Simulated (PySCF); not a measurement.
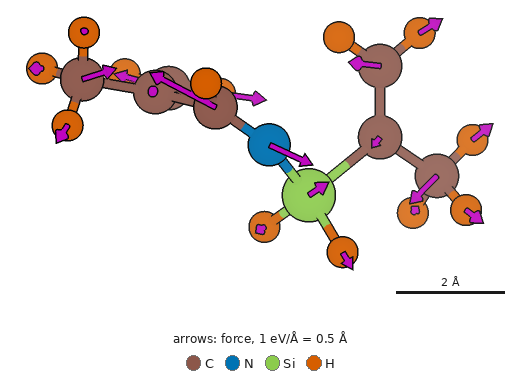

Starting geometry of C$_{7}$H$_{13}$NSi with the computed forces as purple arrows. A ball-and-stick model, seen at a tilt.

The start comes from GFN2-xTB. Its atoms were then displaced at random by about 0.01 Å.

Computed with PBE0-D3(BJ)/def2-SVP geometry optimisation, gas phase (PySCF). 

**Is this structure relaxed? If not, where do the atoms go?**

It isn't relaxed: the largest force vector, on a C atom, is 3.08 eV/Å. The final displacements have little in common with the starting forces (cosine between the two patterns 0.05). Over 11 geometry steps the energy falls by 7.97 kcal/mol. The largest move after the best rigid fit is that of an H atom, 0.62 Å. By element the largest moves are H 0.62 Å, C 0.40 Å, N 0.35 Å, Si 0.30 Å. Some distances before and after: C–H 1.046 → 1.094 Å, N–Si 1.703 → 1.746 Å, C–N 1.229 → 1.266 Å, H–Si 1.459 → 1.495 Å. Bond angles that change, for instance: C–N–Si 138.9° → 132.6°, N–Si–H 101.7° → 107.2°, N–Si–H 119.6° → 114.8°. Cost: 4.9 min on 1 thread of Intel(R) Xeon(R) Platinum 8259CL CPU @ 2.50GHz, with other jobs on the host.
